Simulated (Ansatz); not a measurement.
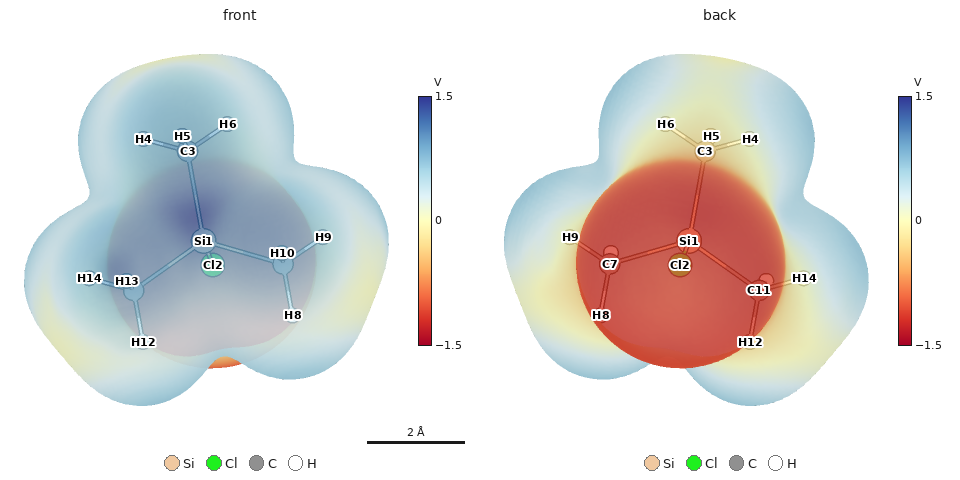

*C₃H₉ClSi. The electrostatic potential painted on the density surface at 0.001 e/bohr³, seen from the front and from behind; red is negative and blue positive.*

Theory: RKS PBE0-D4/6-31G (Ansatz 0.2.0).

```yaml
atoms:
  - { symbol: Si, position_ang: [0.0061, -0.0349, -0.0972] }
  - { symbol: Cl, position_ang: [0.0400, -0.2456, 2.0970] }
  - { symbol: C, position_ang: [1.8162, 0.0466, -0.6475] }
  - { symbol: H, position_ang: [2.3509, -0.8614, -0.3542] }
  - { symbol: H, position_ang: [1.8728, 0.1468, -1.7377] }
  - { symbol: H, position_ang: [2.3200, 0.9047, -0.1934] }
  - { symbol: C, position_ang: [-0.9358, 1.5676, -0.4596] }
  - { symbol: H, position_ang: [-1.9554, 1.5130, -0.0673] }
  - { symbol: H, position_ang: [-0.4346, 2.4230, 0.0025] }
  - { symbol: H, position_ang: [-0.9874, 1.7370, -1.5414] }
  - { symbol: C, position_ang: [-0.8862, -1.5676, -0.7610] }
  - { symbol: H, position_ang: [-1.9032, -1.6254, -0.3622] }
  - { symbol: H, position_ang: [-0.9431, -1.5246, -1.8549] }
  - { symbol: H, position_ang: [-0.3527, -2.4792, -0.4766] }
```

**Where is the surface potential most negative and most positive?**

The most negative region (about −1.1 V) lies over Cl2, the most positive (about +1.1 V) over Si1.
